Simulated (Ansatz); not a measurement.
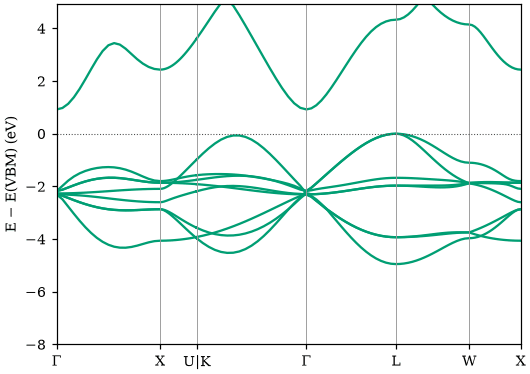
Fig. 1. Band structure from plane-wave PAW PBE (Ansatz code)

Read off the gap and where the band edges lie.

About 0.9 eV (0.92 eV by a search for the band edges); maximum at L, minimum at Γ.

Pick the material that matches.
A) CeO2, fluorite
B) PbS, rock salt
C) AgCl, rock salt
D) CuCl, zinc blende

C, AgCl, rock salt

Space group Fm-3m (rock salt). The cell was relaxed with PBE under the symmetry of its start. The run is not spin-polarised. Scalar-relativistic: spin–orbit coupling is off unless named, which matters more the heavier the elements.

Potentials: the later of the program's two PAW sets.
